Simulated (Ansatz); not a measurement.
**SiH3 (doublet): trial inputs and their diagnosis at scale of all distances = 2.400**

3 inputs are run for SiH3 (doublet) as typed; the log has to tell whether the result can be used and what must change.

Method: the settings change from run to run; program: Ansatz 0.2.0, Gaussian basis.

7 further runs of the same task are left out: 1 for a mislabelled method, 4 that didn't finish, 2 set aside as unsound or not needed.

## Step 1: The geometry

The geometry derives from a PBE0/def2-TZVP stationary point (not a proven minimum). All distances are scaled together.

4 atoms, charge 0, spin multiplicity 2.

Atoms are counted from 1 here; the program's logs count them from 0.

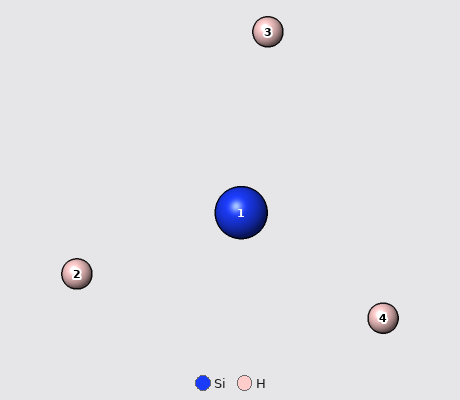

The geometry (silicon blue, hydrogen pink); atoms are numbered from 1 in the order of the file.

Geometry (Å):

```
Si    0.0002   -0.0001   -0.1050
H     3.3968    0.0350    0.9819
H    -1.7305    2.9280    0.9673
H    -1.6723   -2.9589    0.9757
```

## Step 2: Attempt 1

Input file in.yaml:

```yaml
crystal:
  periodic: [false, false, false]
  atoms:
    - {symbol: Si, position_ang: [0.000215, -0.000149, -0.104969]}
    - {symbol: H, position_ang: [3.396836, 0.035023, 0.981882]}
    - {symbol: H, position_ang: [-1.730539, 2.928043, 0.967269]}
    - {symbol: H, position_ang: [-1.672291, -2.958916, 0.975742]}
basis:
  gaussian: {orbitals: aug-cc-pVDZ}
magnetization: {spin_polarized: false, initial_magnetization: 1}
hamiltonian: {pseudopotentials: {relativity: none}}
correlation: {method: ccsd_t, frozen_orbitals: {Si: 9}}
```

Launch:

```bash
$ ansatz run in.yaml --threads 1 --pin off --events-out ev --progress --plain --max-ram 2393MiB
```

What it wrote:

```text
Functional definition: HF
  name "HF"
  cite "Fock, Z. Phys. 61, 126 (1930) doi:10.1007/BF01340294"
  parent pbe
  exchange = exact_x
  correlation = 0
Error: "frozen_orbitals" has no count for H
```

Wall time 0.03 s (1 thread of Arm Neoverse V2, shared host).

What is wrong: The run was refused. The frozen-orbital counts are incomplete or too large. Fix: leave frozen_orbitals out, or give each element a count that its core has.

## Step 3: Attempt 2

Input file in.yaml:

```yaml
crystal:
  periodic: [false, false, false]
  atoms:
    - {symbol: Si, position_ang: [0.000215, -0.000149, -0.104969]}
    - {symbol: H, position_ang: [3.396836, 0.035023, 0.981882]}
    - {symbol: H, position_ang: [-1.730539, 2.928043, 0.967269]}
    - {symbol: H, position_ang: [-1.672291, -2.958916, 0.975742]}
basis:
  gaussian: {orbitals: 6-31G}
magnetization: {spin_polarized: false, initial_magnetization: 1}
correlation: {method: fic_mrcisd_q, electrons: outside_noble_gas, active_space: {window: {electrons: 40, orbitals: 30}}}
```

Same command.

What it wrote:

```text
Functional definition: HF
  name "HF"
  cite "Fock, Z. Phys. 61, 126 (1930) doi:10.1007/BF01340294"
  parent pbe
  exchange = exact_x
  correlation = 0
239 factors; integrals over basis functions are off by at most 2.1e-4 eV
mean field evaluation 1: about -7888.0679 eV, gradient 1.6e1 eV
mean field evaluation 2: about -7888.0674 eV, gradient 1.6e1 eV
mean field evaluation 4: about -7892.1942 eV, gradient 2.4e0 eV
mean field evaluation 8: about -7892.3431 eV, gradient 1.3e-1 eV
mean field evaluation 16: about -7893.7243 eV, gradient 3.1e0 eV
mean field evaluation 32: about -7892.7095 eV, gradient 1.6e-1 eV
mean field evaluation 64: about -7893.1354 eV, gradient 4.5e0 eV
mean field evaluation 96: about -7892.7715 eV, gradient 1.2e1 eV
mean field evaluation 128: about -7891.6746 eV, gradient 2.7e-3 eV
mean field evaluation 160: about -7894.2040 eV, gradient 4.5e-2 eV
mean field evaluation 192: about -7893.3961 eV, gradient 2.7e0 eV
mean field evaluation 224: about -7891.1122 eV, gradient 3.6e0 eV
mean field evaluation 256: about -7892.3428 eV, gradient 1.1e-3 eV
mean field -7894.20406585 eV, -290.1066485361 hartree, gradient 2.8e-6 eV, S^2 0.750000; 17 other end points of the search recorded, 0 dependent functions left out
reference -7894.20406585 eV, -290.1066485361 hartree; 9, 8 occupied and 10, 11 virtual orbitals, 239 factors
Error: 40 electrons in 30 orbitals form no window around the highest filled level of the reference
```

Run time: 0.42 s. Hardware: 1 thread of Arm Neoverse V2, shared host.

**Diagnosis.** The run stopped with an error. The active window can't be built from these electrons and orbitals. Fix: choose counts that fit the spin, the electrons and the basis.

## Step 4: Attempt 3

Input file in.yaml:

```yaml
crystal:
  periodic: [false, false, false]
  atoms:
    - {symbol: Si, position_ang: [0.000215, -0.000149, -0.104969]}
    - {symbol: H, position_ang: [3.396836, 0.035023, 0.981882]}
    - {symbol: H, position_ang: [-1.730539, 2.928043, 0.967269]}
    - {symbol: H, position_ang: [-1.672291, -2.958916, 0.975742]}
basis:
  gaussian: {orbitals: 6-31G}
magnetization: {spin_polarized: false, initial_magnetization: 1}
correlation: {active_space: {ras: {orbitals: [3, 1, 10], electrons: 27, max_holes: 2, max_particles: 2}, fixed_orbitals: true}}
```

Launched as before.

What it wrote:

```text
Functional definition: HF
  name "HF"
  cite "Fock, Z. Phys. 61, 126 (1930) doi:10.1007/BF01340294"
  parent pbe
  exchange = exact_x
  correlation = 0
239 factors; integrals over basis functions are off by at most 2.1e-4 eV
mean field evaluation 1: about -7888.0679 eV, gradient 1.6e1 eV
mean field evaluation 2: about -7888.0674 eV, gradient 1.6e1 eV
mean field evaluation 4: about -7892.1942 eV, gradient 2.4e0 eV
mean field evaluation 8: about -7892.3431 eV, gradient 1.3e-1 eV
mean field evaluation 16: about -7893.7243 eV, gradient 3.1e0 eV
mean field evaluation 32: about -7892.7095 eV, gradient 1.6e-1 eV
mean field evaluation 64: about -7893.1354 eV, gradient 4.5e0 eV
mean field evaluation 96: about -7892.7715 eV, gradient 1.2e1 eV
mean field evaluation 128: about -7891.6746 eV, gradient 2.7e-3 eV
mean field evaluation 160: about -7892.4148 eV, gradient 1.1e1 eV
mean field evaluation 192: about -7891.6745 eV, gradient 8.9e-2 eV
mean field evaluation 224: about -7890.0428 eV, gradient 6.0e0 eV
mean field evaluation 256: about -7892.6655 eV, gradient 2.2e0 eV
mean field -7894.20406585 eV, -290.1066485361 hartree, gradient 2.8e-6 eV, S^2 0.750000; 17 other end points of the search recorded, 0 dependent functions left out
reference -7894.20406585 eV, -290.1066485361 hartree; 9, 8 occupied and 10, 11 virtual orbitals, 239 factors
Error: 27 electrons in 14 orbitals form no window around the highest filled level of the reference
```

It took 0.39 s on 1 thread of Arm Neoverse V2, shared host.

What is wrong: The run stopped with an error. The electron count of the restricted space is wrong. Fix: count the correlated electrons again.

## Step 5: Summary

| attempt | level | ended | cause | time |
| --- | --- | --- | --- | --- |
| 1 | CCSD(T) on ROHF/aug-cc-pVDZ | refused | the frozen-orbital counts are incomplete or too large | 0.03 s |
| 2 | MRCISD+Q(40,30)/6-31G | stopped by an error | the active window can't be built from these electrons and orbitals | 0.42 s |
| 3 | CISD/6-31G | stopped by an error | the electron count of the restricted space is wrong | 0.39 s |

1 refused, 2 stopped by an error.
